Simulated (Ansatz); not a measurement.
# TiC: stress in a strained cell

Aim: deform TiC (zz strain of +2 %) and compute stress, forces and field gradients with LAPW, PAW and all-electron datasets made for the crystal.

Method: DFT PBEsol, scalar-relativistic, in Ansatz 0.2.0.

### 1 The system as given

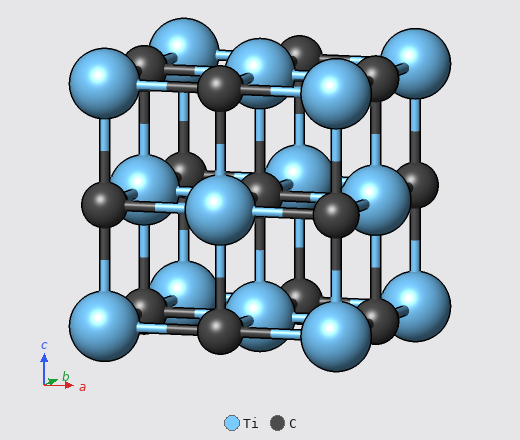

The starting structure, seen slightly off an axis (titanium blue, carbon dark grey). Atoms on the faces are drawn again on the opposite ones. The cell drawn here is the conventional one.

Structure file:

```
CELL_PARAMETERS angstrom
0.00000 2.16400 2.16400
2.16400 0.00000 2.16400
2.16400 2.16400 0.00000
ATOMIC_POSITIONS crystal
Ti 0.00000 0.00000 0.00000
C 0.50000 0.50000 0.50000
```

Atoms are numbered in the order of the input: Ti1, C2.

### 2 After the deformation

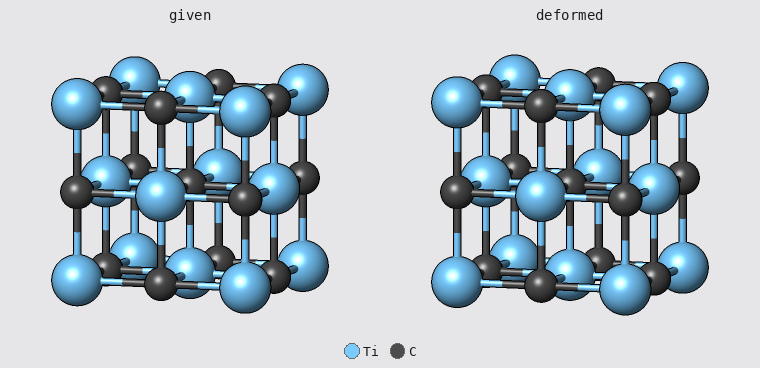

Given and deformed, at one scale.

Space group Fm-3m before, I4/mmm after.

### 3 LAPW, all electrons

The input, input.yaml:

```yaml
crystal:
  lattice:
    - [0.0, 2.164, 2.20728]
    - [2.164, 0.0, 2.20728]
    - [2.164, 2.164, 0.0]
  atoms:
    - { symbol: Ti, position: [0.0, 0.0, 0.0] }
    - { symbol: C, position: [0.5, 0.5, 0.5] }
kpoints:
  mp_grid: { grid: [14, 14, 14] }
  band_path:
    path:
      - [0.0, 0.0, 0.0]
      - [0.0, 0.5, 0.5]
      - [0.25, 0.75, 0.5]
      - [0.0, 0.5, 0.0]
      - [0.0, 0.0, 0.0]
      - [0.5, 0.5, 0.0]
      - [0.3701460977, 0.6298539023, 0.0]
      - [-0.3701460977, 0.3701460977, 0.0]
      - [0.0, 0.0, 0.0]
    npoints: 5
scf:
  occupations: { method: fermi_dirac, width: 0.03 }
hamiltonian:
  xc: pbesol
  pseudopotentials: { kind: all_electron, lapw: { basis_error: 0.00025 } }
output:
  forces: true
  stress: true
  eigenvalues: true
```

On the command line:

```console
ansatz run input.yaml --threads 1 --pin off --max-ram 3072MiB --backend cpu --events-out ev --progress --plain --runs-dir out
```

Standard output, shortened:

```text
LAPW: plane waves up to 9.770 Å⁻¹, error target 2.5e-4 eV per atom; small_component_spin mean_spin; C in spheres of 0.947 Å, 6 of its electrons in bands, Dirac shells []; Ti in spheres of 1.217 Å, 18 of its electrons in bands, Dirac shells []
[...]
Pseudopotentials: kind: all_electron
Pseudopotential: Ti, LAPW, valence charge 18, Koelling and Harmon's equation, gaussian nucleus
Pseudopotential: C, LAPW, valence charge 6, Koelling and Harmon's equation, gaussian nucleus
Functional definition: PBEsol
[...]
Crystal: 2 atoms, lattice volume = 20.673 Å³
Basis set: ecut = 363.6940528259187 eV, 331 PW (Γ), exchange–correlation at level 2
Bands: 16, of which v1, the nominal top of the filled ones, is band 12 counted from 1 (11 counted from 0)
Symmetry: 16 space group operations
Space group: I4/mmm (ITA 139), of the structure as read, at distance tolerance 2.7e-5 Å
k-points: 244 of 2744
[...]
SCF iter   1: F=—  HF=-24244.205599 eV  |F-HF|=—  |Δ(HF+E_count)|=         —  Δρ=1.53e-1  dr2=6.05e0  ethr=2.52e-2  ⟨swp⟩=2.0  Hψ=24405  notcnv=0
[...]
the basis was enlarged: its passes take 233.3 KiB over the memory plan, 1 of 1 planned eigensolver slots
[...]
SCF iter   8: F=-24241.989030 eV  HF=-24241.989030 eV  |F-HF|=9.60e-8  |Δ(HF+E_count)|=   5.72e-7  Δρ=1.20e-5  dr2=3.47e-8  ethr=1.66e-9  ⟨swp⟩=2.0  Hψ=11177  notcnv=0
[...]
NSCF: frozen V_eff on 41 k-points
SCF converged after 8 iterations
Free energy (F): -24241.989030 eV
[...]
E sigma→0 (E₀):  -24241.988551 eV
Entropy (-TS):   -0.000958 eV (-0.479 meV/atom)
Fermi energy:    14.708906 eV
[...]
--- Forces (eV/Å), atoms counted from 1 ---
  atom   1  Ti     0.00000000     0.00000000    -0.00000000
  atom   2  C      0.00000000     0.00000000     0.00000000
[...]
--- Stress (GPa, compression-positive) ---
       -8.430112       0.000000       0.000000
        0.000000      -8.430112       0.000000
        0.000000       0.000000     -15.032547
  P = ⅓ Tr σ = -10.6309 GPa (-106.309 kbar)
--- Band table (eV; the first three rows and the last of 244) ---
  k-point 0: bands = ["-423.1449", "-423.1265", "-423.1265", "-248.6815", "-41.6212", "-17.7865", "-17.7596", "-17.7596", "2.4245", "15.2870", "15.4323", "15.4323", "16.3379", "16.3535", "16.4212", "16.4212"]
[...]
```

It took 41 s on 1 thread of Arm Neoverse V1, shared host; peak memory 0.67 GiB.

In short: pressure -10.63 GPa; no gap.

### 4 PAW on the default files

The input, input.yaml:

```yaml
crystal:
  lattice:
    - [0.0, 2.164, 2.20728]
    - [2.164, 0.0, 2.20728]
    - [2.164, 2.164, 0.0]
  atoms:
    - { symbol: Ti, position: [0.0, 0.0, 0.0] }
    - { symbol: C, position: [0.5, 0.5, 0.5] }
kpoints:
  mp_grid: { grid: [14, 14, 14] }
scf:
  occupations: { method: fermi_dirac, width: 0.03 }
hamiltonian:
  xc: pbesol
  pseudopotentials: { kind: paw }
output:
  forces: true
  stress: true
  eigenvalues: true
  efg: { contact_densities: true }
```

On the command line:

```console
ansatz run input.yaml --threads 1 --pin off --max-ram 3072MiB --backend cpu --events-out ev --progress --plain --runs-dir out
```

Standard output, shortened:

```text
[...]
Pseudopotentials: kind: paw
Pseudopotential: Ti, paw, valence charge 12, recommended cutoff 420 eV (normal)
Pseudopotential: C, paw, valence charge 4, recommended cutoff 420 eV (normal)
Functional definition: PBEsol
[...]
Crystal: 2 atoms, lattice volume = 20.673 Å³
Basis set: ecut = 420 eV, 411 PW (Γ), exchange–correlation on 48×48×48 points (8 copies of the dense FFT grid, shifted against one another)
Bands: 12, of which v1, the nominal top of the filled ones, is band 8 counted from 1 (7 counted from 0)
Symmetry: 16 space group operations
Space group: I4/mmm (ITA 139), of the structure as read, at distance tolerance 2.7e-5 Å
k-points: 244 of 2744
[...]
SCF iter   1: F=—  HF=-2722.388760 eV  |F-HF|=—  |Δ(HF+E_count)|=         —  Δρ=1.02e-2  dr2=2.46e-2  ethr=1.77e-3  ⟨swp⟩=4.3  Hψ=13958  notcnv=0
[...]
Fermi energy:    14.275472 eV
[...]
--- Forces (eV/Å), atoms counted from 1 ---
  atom   1  Ti    -0.00000000     0.00000000     0.00000000
  atom   2  C      0.00000000     0.00000000     0.00000000
[...]
--- Stress (GPa, compression-positive) ---
       -8.394457       0.000000       0.000000
        0.000000      -8.394457       0.000000
        0.000000       0.000000     -14.998312
  P = ⅓ Tr σ = -10.5957 GPa (-105.957 kbar)
--- PAW observables at the nuclei: V_zz in 10²¹ V/m², potentials from the cell's mean, atoms counted from 1 ---
  atom   1  Ti V_zz =    +1.632873   η = 0.0000   by run symmetry: allowed
            electrostatic potential = -2532.399401 V   contact ρ = 56639.716205 e/Å³
  atom   2  C  V_zz =    +0.244551   η = 0.0000   by run symmetry: allowed
            electrostatic potential = -421.500417 V   contact ρ = 862.781036 e/Å³
--- Band table (eV; the first three rows and the last of 244) ---
  k-point 0: bands = ["-42.0543", "-18.2178", "-18.1908", "-18.1908", "1.9903", "14.8539", "14.9991", "14.9991", "15.9067", "15.9198", "15.9873", "15.9873"]
[...]
```

Run time: 6.1 s. Hardware: 1 thread of Arm Neoverse V1, shared host; peak memory 0.38 GiB.

In short: pressure -10.60 GPa; no gap; Vzz Ti1 1.63 (η = 0.00), C2 0.24 (η = 0.00) (10²¹ V/m²).

### 5 Datasets made for this crystal

input.yaml: that of step 4 with these lines changed.

```diff
@@ -14,3 +14,3 @@
   xc: pbesol
-  pseudopotentials: { kind: paw }
+  pseudopotentials: { kind: all_electron, datasets: crystal }
 output:
```

On the command line:

```console
ansatz run input.yaml --threads 1 --pin off --max-ram 3072MiB --backend cpu --events-out ev --progress --plain --runs-dir out
```

Standard output, shortened:

```text
[...]
Pseudopotentials: kind: all_electron
Pseudopotential: Ti, paw, valence charge 12, recommended cutoff 340 eV (normal), Koelling and Harmon's equation, gaussian nucleus
Pseudopotential: C, paw, valence charge 4, recommended cutoff 340 eV (normal), Koelling and Harmon's equation, gaussian nucleus
Functional definition: PBEsol
[...]
Crystal: 2 atoms, lattice volume = 20.673 Å³
Basis set: ecut = 340 eV, 291 PW (Γ), exchange–correlation on 40×40×40 points (8 copies of the dense FFT grid, shifted against one another)
Bands: 12, of which v1, the nominal top of the filled ones, is band 8 counted from 1 (7 counted from 0)
Symmetry: 16 space group operations
Space group: I4/mmm (ITA 139), of the structure as read, at distance tolerance 2.7e-5 Å
k-points: 244 of 2744
[...]
--- Forces (eV/Å), atoms counted from 1 ---
  atom   1  Ti    -0.00000000     0.00000000     0.00000000
  atom   2  C      0.00000000     0.00000000    -0.00000000
[...]
--- Stress (GPa, compression-positive) ---
       -8.427496       0.000000       0.000000
        0.000000      -8.427496       0.000000
        0.000000       0.000000     -15.028861
  P = ⅓ Tr σ = -10.6280 GPa (-106.280 kbar)
--- PAW observables at the nuclei: V_zz in 10²¹ V/m², potentials from the cell's mean, atoms counted from 1 ---
  atom   1  Ti V_zz =    +1.628009   η = 0.0000   by run symmetry: allowed
            electrostatic potential = -2530.883521 V   contact ρ = 56686.697481 e/Å³
  atom   2  C  V_zz =    +0.240065   η = 0.0000   by run symmetry: allowed
            electrostatic potential = -420.735700 V   contact ρ = 862.928141 e/Å³
--- Band table (eV; the first three rows and the last of 244) ---
  k-point 0: bands = ["-41.6216", "-17.7867", "-17.7600", "-17.7600", "2.4246", "15.2867", "15.4321", "15.4321", "16.3377", "16.3536"]
[...]
```

Wall time 20 s (1 thread of Arm Neoverse V1, shared host); peak memory 0.57 GiB.

Read from it: pressure -10.63 GPa; no gap; Vzz Ti1 1.63 (η = 0.00), C2 0.24 (η = 0.00) (10²¹ V/m²).

### 6 Stress and forces compared

Stress (GPa, compression positive):

| method | xx | yy | zz | yz | xz | xy |
| --- | --- | --- | --- | --- | --- | --- |
| LAPW | -8.43 | -8.43 | -15.03 | 0.00 | 0.00 | 0.00 |
| PAW | -8.39 | -8.39 | -15.00 | 0.00 | 0.00 | 0.00 |
| crystal datasets | -8.43 | -8.43 | -15.03 | 0.00 | 0.00 | 0.00 |

| method | pressure (GPa) | Vzz Ti1 (10²¹ V/m²) | Vzz C2 (10²¹ V/m²) | SCF cycles, all passes |
| --- | --- | --- | --- | --- |
| LAPW | -10.63 | – | – | 8 |
| PAW | -10.60 | 1.63 | 0.24 | 6 |
| crystal datasets | -10.63 | 1.63 | 0.24 | 9 |

### 7 Summary of results

```
                                 quantity                                                 value
                                 pressure  LAPW -10.63, PAW -10.60, crystal datasets -10.63 GPa
largest shear or deviatoric stress (LAPW)                                              4.40 GPa
```

In words: The largest part of the stress beyond the pressure is 4.40 GPa in size, in the zz component; the atoms are carried along and not relaxed. No run of the undeformed cell stands beside it, so the pressure holds what the given cell had before the change. PAW: stress within 0.04 GPa of LAPW. Crystal datasets: stress within 0.01 GPa of LAPW.
